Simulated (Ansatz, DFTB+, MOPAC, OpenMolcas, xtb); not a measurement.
## P4 (SMILES P12P3P1P23): the highest harmonic wavenumber at each level's own minimum, rung by rung

P4, singlet, SMILES `P12P3P1P23`. Each level relaxes the structure for itself.

Each level gives the highest harmonic wavenumber at each level's own minimum (cm⁻¹). The values are calculated.

| level | kind | program | value (cm⁻¹) |
| --- | --- | --- | --- |
| DFTB2 | semi-empirical | DFTB+ | 541 |
| AM1 | semi-empirical | MOPAC | 681 |
| GFN1-xTB | semi-empirical | xtb | 667 |
| GFN2-xTB | semi-empirical | xtb | 683 |
| HF/STO-3G | Hartree–Fock | Ansatz | 861 |
| HF/6-31G* (Cartesian functions) | Hartree–Fock | OpenMolcas | 689 |
| HF/cc-pVTZ | Hartree–Fock | OpenMolcas | 675 |
| SVWN5/def2-TZVP | LDA | Ansatz | 618 |
| PBE/def2-SVP | GGA | Ansatz | 599 |
| PBE-D3(BJ)/def2-TZVP | GGA | Ansatz | 604 |

Harmonic and unscaled. The values span 541 to 861 cm⁻¹. Without the sets that lack polarisation functions the rows with a basis span only 599 to 689 cm⁻¹.

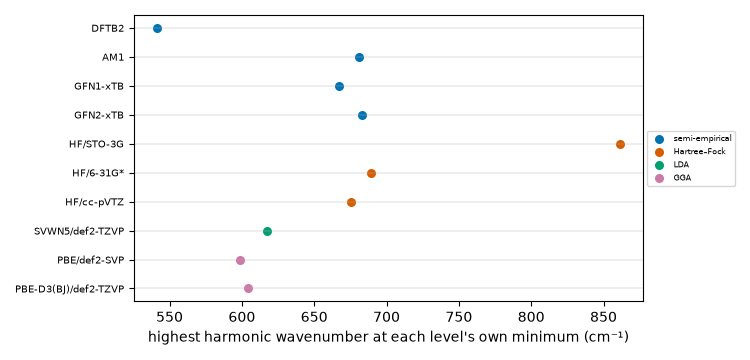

The values of the table, level by level.
